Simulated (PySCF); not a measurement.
# C3H7F3OSi (SMILES FC(F)(F)CCO[SiH3]): what the fields show

```yaml
atoms:
  - { symbol: F, position_ang: [-2.4602, 1.4336, 0.4235] }
  - { symbol: C, position_ang: [-2.4011, 0.1515, 0.0407] }
  - { symbol: F, position_ang: [-3.4614, -0.4695, 0.5604] }
  - { symbol: F, position_ang: [-2.5385, 0.1330, -1.2924] }
  - { symbol: C, position_ang: [-1.1177, -0.4987, 0.4764] }
  - { symbol: C, position_ang: [0.1176, 0.1709, -0.0941] }
  - { symbol: O, position_ang: [1.2465, -0.4960, 0.4002] }
  - { symbol: Si, position_ang: [2.8108, -0.0393, 0.0373] }
  - { symbol: H, position_ang: [-1.0808, -0.4724, 1.5750] }
  - { symbol: H, position_ang: [-1.1482, -1.5539, 0.1680] }
  - { symbol: H, position_ang: [0.0815, 0.1330, -1.1994] }
  - { symbol: H, position_ang: [0.1247, 1.2390, 0.1949] }
  - { symbol: H, position_ang: [3.0626, -0.1441, -1.4339] }
  - { symbol: H, position_ang: [3.6988, -0.9671, 0.7851] }
  - { symbol: H, position_ang: [3.0535, 1.3757, 0.4596] }
```

Geometry: PBE0-D3(BJ)/def2-SVP.

The calculation used PBE0/pcSseg-1, SCF density, gas phase, non-relativistic (PySCF 2.14.0).

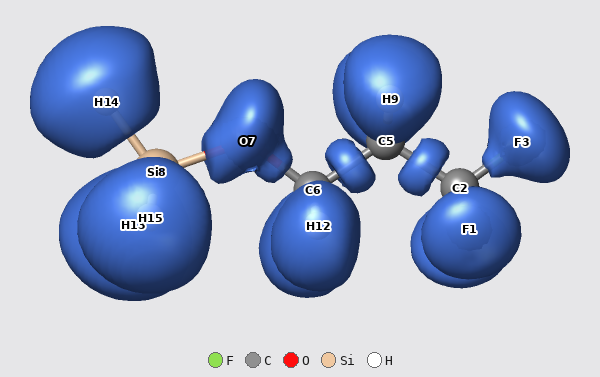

Figure 1. Isosurface of the electron localisation function at 0.75 (blue), seen across its widest extent. Only the valence region is drawn (cores and ρ < 0.01 e/Å³ removed).

Q: What do the ELF domains correspond to?

A: The surface consists of two regions between bonded C–C atoms (shared pairs), seven regions around hydrogen nuclei, three regions on F in which the atom's valence shell and bonds are merged and one region on O in which the atom's valence shell and bonds are merged. Profiles from the grid: C–F (1.33 Å): the ELF peaks at about 0.85 between the atoms, as expected for a polar covalent bond. C–O (1.40 Å): the ELF peaks at about 0.90 between the atoms, as expected for a polar covalent bond.

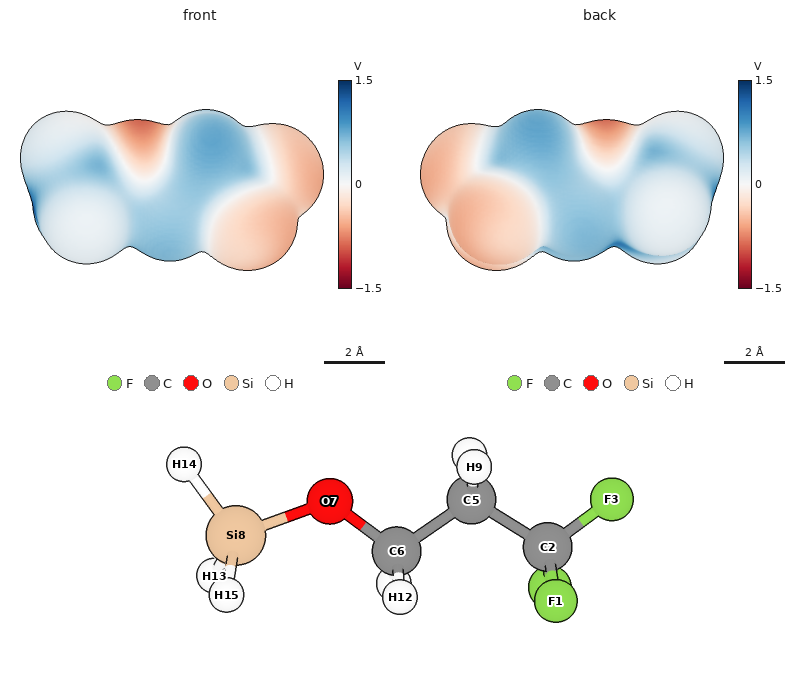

Figure 2. The electrostatic potential painted on the density surface at 0.001 e/bohr³, seen from the front and from behind; the colour scale runs from red (negative) to blue (positive). The bare structure is drawn below in the same view.

Q: Describe the electrostatic potential map.

A: The most negative region (about −0.8 V) lies over O7, the most positive (about +1.2 V) over Si8.

Q: What dipole moment does the calculation give?

A: Its dipole moment is 1.73 D.

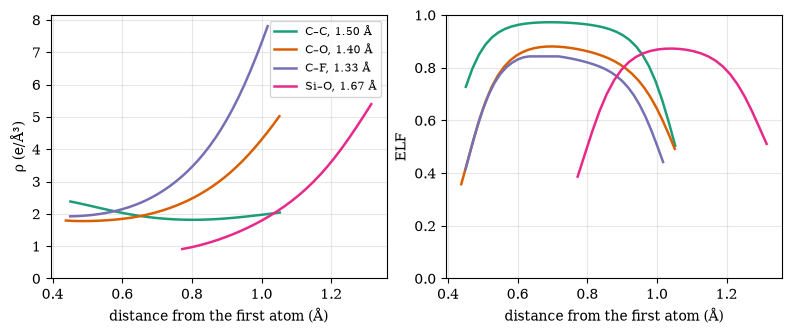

Figure 3. Electron density and electron localisation function along straight lines between neighbouring atoms. The curves leave out the atomic cores.

Q: What can be read from the curves?

A: C–C (1.50 Å): ρ is about 1.8 e/Å³ halfway; the ELF peaks at about 1 between the atoms, as expected for a covalent bond.
C–O (1.40 Å): ρ is about 2.1 e/Å³ halfway, with its minimum of 1.8 e/Å³ about 0.5 Å from C; the ELF peaks at about 0.90 between the atoms (a polar covalent bond).
C–F (1.33 Å): the density is about 2.4 e/Å³ at the midpoint; the ELF peaks at about 0.85 between the atoms, as expected for a shared but strongly polarised pair.
Si–O (1.67 Å): ρ is about 1.1 e/Å³ halfway; the ELF peaks at about 0.85 between the atoms, as expected for a polar covalent bond.
